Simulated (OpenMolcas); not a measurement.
Run report: CH5OSn, spin-orbit calculation (part 1 of 4)

System: CH5OSn, multiplicity 2, SMILES [CH3][SnH][OH].
Method: CASPT2/ANO-RCC-VDZ, DKH2 (OpenMolcas 26.06).

The geometry comes from this level: GFN2-xTB.

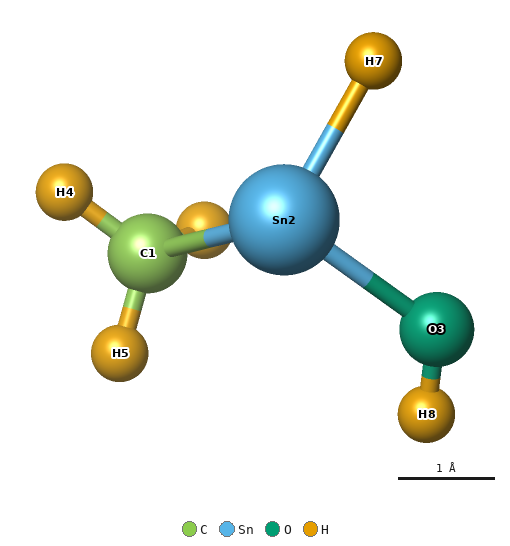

**Figure 1.** The input geometry (ball-and-stick view, seen at a tilt; atoms are numbered from 1 in the order of the input). Sticks mark near contacts.

### Key numbers

| quantity | value |
| --- | --- |
| outcome | converged |
| total energy | −6288.382502 hartree |
| basis functions | 59 |
| lowest singlet excitation | 5.64 eV |
| hardware | 1 thread of AMD EPYC (Zen 3), 192 GiB of memory available, shared host |
| wall time | 13 s |
| peak memory | 0.42 GiB |

### Input
```
&GATEWAY
 Coord
 8
 bohr
 C     -1.65460640     1.82383137    -0.13502093
 Sn     2.39685303     0.13184619     0.50072073
 O      1.54490780    -3.60489825     0.92734530
 H     -1.53984333     3.80458561    -0.62844732
 H     -2.73622894     1.56134842     1.58702979
 H     -2.45106927     0.73096496    -1.67229424
 H      4.24234066    -0.29186820    -2.56859134
 H      0.19766535    -4.15579121     1.98923910
 Basis=ANO-RCC-VDZ
 Group=NoSym
 AMFI
 AngMom=0.0 0.0 0.0

&SEWARD

&RASSCF
 FileOrb=$CurrDir/step2.RasOrb
 Spin=2
 Nactel=5 0 0
 Inactive=32
 Ras2=5
 OrbListing=Nothing

&CASPT2
 IPEA=0.25
 Sig1=0.2
>>> COPY $Project.JobMix JOB001

&RASSCF
 FileOrb=$CurrDir/step2.RasOrb
 Spin=4
 Nactel=5 0 0
 Inactive=32
 Ras2=5
 OrbListing=Nothing

&CASPT2
 IPEA=0.25
 Sig1=0.2
>>> COPY $Project.JobMix JOB002

&RASSI
 NrOfJobIphs=2 all
 SpinOrbit
 EJob
 SOCoupling=1
```

Launch command:
```bash
export MOLCAS_MEM=1860
pymolcas step7.input > step7.log
```

### Log
```
--- Start Module: gateway ---

                                              &GATEWAY

                       available to each process: 1.9 GB of memory, 1 thread

++    Symmetry information:
      ---------------------

                    Character Table for C1

                             E
                    a        1  x, y, xy, Rz, z, xz, Ry, yz, Rx, I
--

++    Basis set information:
      ----------------------

      Basis set label: C.ANO-RCC...3S2P.

      Electronic valence basis set:
      ------------------
      Associated Effective Charge   6.000000 au
      Associated Actual Charge      6.000000 au
      Nuclear Model: Point charge

      Shell  nPrim  nBasis  Cartesian Spherical Contaminant
         s      14       3        X
         p       9       2        X

      Basis set label: SN.ANO-RCC...6S5P2D.

      Electronic valence basis set:
      ------------------
      Associated Effective Charge  50.000000 au
      Associated Actual Charge     50.000000 au
      Nuclear Model: Point charge

      Shell  nPrim  nBasis  Cartesian Spherical Contaminant
         s      22       6        X
         p      19       5        X
         d      13       2                 X

      Basis set label: O.ANO-RCC...3S2P.

      Electronic valence basis set:
      ------------------
      Associated Effective Charge   8.000000 au
      Associated Actual Charge      8.000000 au
      Nuclear Model: Point charge

      Shell  nPrim  nBasis  Cartesian Spherical Contaminant
         s      14       3        X
         p       9       2        X

      Basis set label: H.ANO-RCC...2S.

      Electronic valence basis set:
      ------------------
      Associated Effective Charge   1.000000 au
      Associated Actual Charge      1.000000 au
      Nuclear Model: Point charge

      Shell  nPrim  nBasis  Cartesian Spherical Contaminant
         s       8       2        X
--

++    Molecular structure info:
      -------------------------

                    ************************************************
                    **** Cartesian Coordinates / bohr, angstrom ****
                    ************************************************

     Center  Label                x              y              z                     x              y              z
        1      C1              -1.654606       1.823831      -0.135021             -0.875580       0.965130      -0.071450
        2      SN2              2.396853       0.131846       0.500721              1.268360       0.069770       0.264970
        3      O3               1.544908      -3.604898       0.927345              0.817530      -1.907630       0.490730
        4      H4              -1.539843       3.804586      -0.628447             -0.814850       2.013300      -0.332560
        5      H5              -2.736229       1.561348       1.587030             -1.447950       0.826230       0.839820
        6      H6              -2.451069       0.730965      -1.672294             -1.297050       0.386810      -0.884940
        7      H7               4.242341      -0.291868      -2.568591              2.244950      -0.154450      -1.359240
        8      H8               0.197665      -4.155791       1.989239              0.104600      -2.199150       1.052660

                    ***************************************
                    *    InterNuclear Distances / bohr    *
                    ***************************************

               1 C1            2 SN2           3 O3            4 H4            5 H5            6 H6
    1 C1       0.000000
    2 SN2      4.436362        0.000000
    3 O3       6.390354        3.856304        0.000000
    4 H4       2.044512        5.501056        8.175367        0.000000
    5 H5       2.050430        5.438021        6.741915        3.372209        0.000000
    6 H6       2.047418        5.346334        6.444041        3.371512        3.375507        0.000000
    7 H7       6.721044        3.606388        5.520316        7.347023        8.330908        6.830174
    8 H8       6.610543        5.043406        1.801711        8.557968        6.438571        6.656050

               7 H7            8 H8
    7 H7       0.000000
    8 H8       7.215478        0.000000

                    *******************************************
                    *    InterNuclear Distances / angstrom    *
                    *******************************************

               1 C1            2 SN2           3 O3            4 H4            5 H5            6 H6
    1 C1       0.000000
    2 SN2      2.347621        0.000000
    3 O3       3.381629        2.040668        0.000000
    4 H4       1.081909        2.911033        4.326218        0.000000
    5 H5       1.085041        2.877677        3.567668        1.784496        0.000000
    6 H6       1.083447        2.829158        3.410040        1.784127        1.786241        0.000000
    7 H7       3.556623        1.908418        2.921225        3.887877        4.408527        3.614372
    8 H8       3.498149        2.668856        0.953425        4.528682        3.407145        3.522230

               7 H7            8 H8
    7 H7       0.000000
    8 H8       3.818266        0.000000

                    **************************************
                    *    Valence Bond Angles / degree    *
                    **************************************
                          Atom centers                 Phi
                      4 H4       1 C1       5 H5       110.87
                      4 H4       1 C1       6 H6       110.96
                      5 H5       1 C1       6 H6       110.92
--

            Nuclear Potential Energy            252.01543674 au

--- Stop Module: gateway /rc=_RC_ALL_IS_WELL_ ---

--- Start Module: seward ---

                                              &SEWARD

                       available to each process: 1.9 GB of memory, 1 thread

               SEWARD will generate:
                  Multipole Moment integrals up to order  2
                  Kinetic Energy integrals
                  Nuclear Attraction integrals (point charge)
                  One-Electron Hamiltonian integrals
                  Velocity integrals
                  Relativistic Douglas-Kroll-Hess integrals:
                    - Parametrization         : EXP
                    - DKH order of Hamiltonian: 2
                    - DKH order of Properties : 0
                         - multipole moment operators
                         - electric potential operators
                         - contact operators
                  Orbital angular momentum around (  0.0000   0.0000   0.0000 )
                  Velocity quadrupole around (  1.8958  -0.1197   0.4704 )
                  Atomic mean-field integrals
                  Two-Electron Repulsion integrals

                   Integrals are discarded if absolute value <: 1.00E-14
                   Integral cutoff threshold is set to       <: 1.00E-16

            Nuclear Potential Energy            252.01543674 au

      Basis set specifications :
      Symmetry species         a
      Basis functions           59

--- Stop Module: seward /rc=_RC_ALL_IS_WELL_ ---
--- Module seward spent 5 seconds ---

--- Start Module: rasscf ---

                                              &RASSCF

                       available to each process: 1.9 GB of memory, 1 thread

      Header of the ONEINT file:
      --------------------------

      OrdInt status: non-squared

      Cartesian coordinates in angstrom:
      -----------------------------------------------------
      No.  Label        X            Y            Z
      -----------------------------------------------------
       1   C1        -0.87558000   0.96513000  -0.07145000
       2   SN2        1.26836000   0.06977000   0.26497000
       3   O3         0.81753000  -1.90763000   0.49073000
       4   H4        -0.81485000   2.01330000  -0.33256000
       5   H5        -1.44795000   0.82623000   0.83982000
       6   H6        -1.29705000   0.38681000  -0.88494000
       7   H7         2.24495000  -0.15445000  -1.35924000
       8   H8         0.10460000  -2.19915000   1.05266000
      -----------------------------------------------------
      Nuclear repulsion energy =  252.01543674

++    Wave function specifications:
      -----------------------------

      Number of closed shell electrons          64
      Number of electrons in active shells       5
      Max number of holes in RAS1 space          0
      Max nr of electrons in RAS3 space          0
      Number of inactive orbitals               32
      Number of active orbitals                  5
      Number of secondary orbitals              22
      Spin quantum number                      0.5
      State symmetry                             1
--

++    Orbital specifications:
      -----------------------

      Symmetry species                           1
                                                 a
      Frozen orbitals                            0
      Inactive orbitals                         32
      Active orbitals                            5
      RAS1 orbitals                              0
      RAS2 orbitals                              5
      RAS3 orbitals                              0
      Secondary orbitals                        22
      Deleted orbitals                           0
      Number of basis functions                 59
--

++    CI expansion specifications:
      ----------------------------

      Number of CSFs                            75
      Number of determinants                   100
      Number of root(s) required                 1
      Root chosen for geometry opt.              1
      CI root used                               1

      highest root included in the CI            1
      max. size of the explicit Hamiltonian     75
--

++    Optimization specifications:
      ----------------------------

      RASSCF algorithm: Conventional
      Maximum number of macro iterations       200
      Maximum number of SX iterations          100
      Threshold for RASSCF energy            1.000E-08
      Threshold for max MO rotation          1.000E-01
      Threshold for max BLB element          1.000E-04
      Level shift parameter                  5.000E-01
      Make Quasi-Newton update
--

      The MO-coefficients are taken from the file:
      step2.RasOrb
      Title: RASSCF average (pseudo-natural) orbitals

      Total molecular charge    0.00

      ************************************************************************************************************************
      *                                            Wave function control section                                             *
      ************************************************************************************************************************

                                         RASSCF iterations: Energy and convergence statistics
                                         ----------------------------------------------------

          iter iter root      energy       change     param      element    value   shift minimum  type update hh:mm:ss
 Nr of preliminary CI iterations:   1
      Total energies have been shifted. Add                -6000.00 au
        1   1    4    1  -288.13466385    0.00E+00  -1.78E-05   31  50 1  2.49E-06   0.23   0.00    SX    NO    0:00:00
        2   1    3    1  -288.13466385   -1.69E-10  -9.78E-06   31  50 1  1.65E-06   0.23   0.00    SX    NO    0:00:00
        3   1    3    1  -288.13466385   -4.00E-11  -5.80E-06   34  39 1  7.84E-07   0.23   0.00    SX    NO    0:00:00
        4   1    3    1  -288.13466385    9.09E-12  -3.67E-06   34  39 1  6.29E-07   0.23   0.00    SX    NO    0:00:00
      Convergence after  4 iterations
        5   1    3    1  -288.13466385   -1.55E-11  -3.67E-06   34  39 1  4.65E-07   0.23   0.00    SX    NO    0:00:00

      ************************************************************************************************************************
                                                      Wave function printout:
                       occupation of active orbitals, and spin coupling of open shells (u,d: Spin up or down)
      ************************************************************************************************************************

      Note: transformation to natural orbitals
      has been made, which may change the order of the CSFs.

      printout of CI-coefficients larger than  0.05 for root  1
      energy=   -6288.134664
      conf/sym  11111     Coeff  Weight
             1  22u00  -0.97400 0.94868
            11  2020u  -0.08117 0.00659
            12  ud2u0   0.07080 0.00501
            24  2u0ud   0.06867 0.00472
            30  20u20  -0.07097 0.00504
            33  20u02  -0.08563 0.00733
            35  ududu   0.05014 0.00251
            36  uduud   0.07925 0.00628
            41  02u02  -0.05442 0.00296

      Natural orbitals and occupation numbers for root  1
      sym 1:   1.970494   1.938542   1.004917   0.036392   0.049655

      ************************************************************************************************************************
      *                                                    Final results                                                     *
      ************************************************************************************************************************

++    Final optimization conditions:
      ------------------------------

      Average CI energy                           -6288.13466385
      RASSCF energy for state  1                  -6288.13466385
      Super-CI energy                                -0.00000000
      RASSCF energy change                           -0.00000000
      Max change in MO coefficients              -5.506E-06
      Max non-diagonal density matrix element    -3.672E-06
      Maximum BLB matrix element                  4.655E-07
      (orbital pair  34,  39 in symmetry   1)
      Norm of electronic gradient            1.176E-06
--

      Final state energy(ies):
      ------------------------

::    RASSCF root number  1 Total energy:  -6288.13466385
      Von Neumann Entropy (Root   1) =  0.80123

      Mulliken population analysis for root number:  1
      -----------------------------------------------

++    Molecular charges:
      ------------------

      Mulliken charges per centre
      ---------------------------

                C1      SN2     O3      H4      H5      H6      H7      H8
      Total    6.5472 49.0764  8.9570  0.8874  0.8855  0.8731  1.0987  0.6747

      N-E     -0.5472  0.9236 -0.9570  0.1126  0.1145  0.1269 -0.0987  0.3253

      Total electronic charge=   69.000000

      Total            charge=   -0.000000
--

      Expectation values of various properties for root number:  1
      -----------------------------------------------------------

++    Molecular properties:
      ---------------------

      Charge (e):
                      =   -0.0000
      Dipole Moment (debye):
      Origin of the operator (angstrom)=    1.0032   -0.0633    0.2489
                   X= -1.0159E+00               Y=  3.4953E+00               Z=  1.4485E+00           Total=  3.9175E+00
      Quadrupole Moment (debye*angstrom):
      Origin of the operator (angstrom)=    1.0032   -0.0633    0.2489
                  XX= -3.9528E+01              XY=  2.9253E+00              XZ= -4.4503E-01              YY= -4.7335E+01
                  YZ= -2.2083E+00              ZZ= -4.0417E+01
      In traceless form (debye*angstrom)
                  XX=  4.3476E+00              XY=  4.3880E+00              XZ= -6.6754E-01              YY= -7.3618E+00
                  YZ= -3.3125E+00              ZZ=  3.0142E+00
--

      Mulliken spin population analysis for root number:  1
      ---------------------------------------------------

++    Molecular charges:
      ------------------

      Mulliken spin population per centre
      ---------------------------

                C1      SN2     O3      H4      H5      H6      H7      H8
      Total    0.1468  0.7178  0.0180  0.0023 -0.0012  0.0087  0.1049  0.0028

      Total electronic spin=    1.000000
--

      LoProp population analysis for root number:  1
      -----------------------------------------------

++    LoProp analysis:
      ----------------

++    Static properties:
      ------------------

      LoProp Charges per center
```
